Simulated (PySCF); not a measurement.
EPR calculation of C2H8ClOSi2

System: C2H8ClOSi2, multiplicity 2, SMILES [SiH3]C[C](Cl)O[SiH3].
Method: UKS BHandHLYP, IGLO-III on C Cl O Si, pcH-1 on H, non-relativistic, mean-field spin-orbit, GIAO (PySCF 2.14.0).

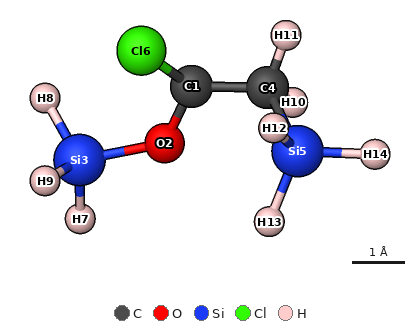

Fig. 1: The input geometry (ball-and-stick view, seen at a tilt; atoms are numbered from 1 in the order of the input).

### Input
```
{"job": {"kind": "epr", "xc": "BHandHLYP"}, "charge": 0, "multiplicity": 2}
C      0.548323     0.994998     0.855936
O      0.028386    -0.107539     1.411372
Si     0.799128    -1.158161     2.494994
C     -0.301401     1.670851    -0.156059
Si    -0.513812     0.700366    -1.787532
Cl     2.271821     0.897856     0.472058
H     -0.312146    -1.969748     3.055057
H      1.483065    -0.377069     3.563800
H      1.767462    -2.031477     1.778064
H     -1.303009     1.814871     0.282020
H      0.108700     2.665484    -0.389241
H      0.779715     0.642448    -2.529567
H     -0.979627    -0.687826    -1.498409
H     -1.530835     1.391943    -2.637889
```

The first line tells a small driver script what to run in PySCF; the rest is the geometry in Å.

Hardware: 1 CPU thread, shared host.

Run as:
```bash
OMP_NUM_THREADS=1 python <driver script> task.json out
```

### The program's output
```
UKS, coarse grid
  cycle   1  E = -1195.31421973  |g| = 4.69e-01
  cycle   2  E = -1195.30496848  |g| = 5.35e-01
  cycle   3  E = -1195.40269332  |g| = 6.18e-02
  cycle   4  E = -1195.40444676  |g| = 2.74e-02
  cycle   5  E = -1195.40486265  |g| = 8.89e-03
  cycle   6  E = -1195.40492566  |g| = 3.85e-03
  cycle   7  E = -1195.40493952  |g| = 1.53e-03
  cycle   8  E = -1195.40494296  |g| = 6.67e-04
UKS, final grid
  cycle   1  E = -1195.40497035  |g| = 5.70e-04
  cycle   2  E = -1195.40497046  |g| = 5.47e-04
  cycle   3  E = -1195.40497062  |g| = 1.18e-04
  cycle   4  E = -1195.40497065  |g| = 8.44e-05
  cycle   5  E = -1195.40497065  |g| = 1.36e-05
E = -1195.40497065 Eh   <S^2> = 0.7556 (exact 0.7500)
g shifts (ppm)      1          2          3
  rmc          -214       -214       -214
  gc              2         11          3
  oz_so        -558       2568       5233
  total        -769       2365       5022
hyperfine (MHz)  atom isotope    a_iso     a_fc   dipolar eigenvalues
    0   13C     366.01     365.73    -73.98    -72.40    146.38
    1   17O     -20.55     -20.47    -41.74     19.87     21.87
    2  29Si      -0.88      -0.89     -1.29      0.48      0.82
    3   13C      -8.86      -8.89     -3.99     -3.15      7.15
    4  29Si     -74.77     -74.91    -17.21      8.28      8.93
    5  35Cl      27.92      28.07    -23.84    -14.21     38.05
    6    1H      -2.16      -2.16     -1.80     -1.49      3.29
    7    1H       4.01       4.01     -2.46     -2.24      4.70
    8    1H       3.37       3.36     -1.72     -1.60      3.32
    9    1H      24.18      24.18     -5.33     -4.92     10.26
   10    1H      25.21      25.19     -5.24     -5.02     10.26
   11    1H      -1.27      -1.27     -1.96     -0.91      2.87
   12    1H      -1.26      -1.26     -2.17     -1.01      3.18
   13    1H      10.82      10.82     -1.70     -0.67      2.37
```

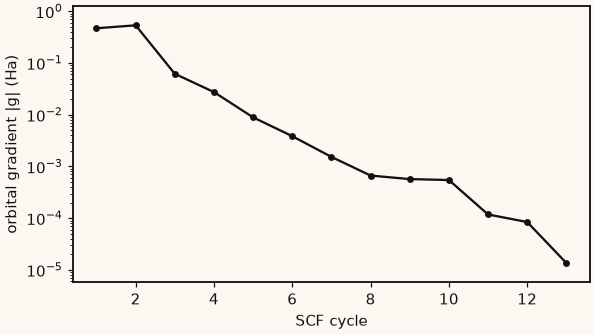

Fig. 2: Convergence of the self-consistent field: orbital gradient |g| against the SCF cycle. All cycles printed in the log are drawn one after another.

### Summary

- outcome: converged
- total energy: −1195.404971 hartree
- ⟨S²⟩: 0.756
- isotropic g: 2.0045
- wall time: 94 s
- peak memory: 1.4 GiB
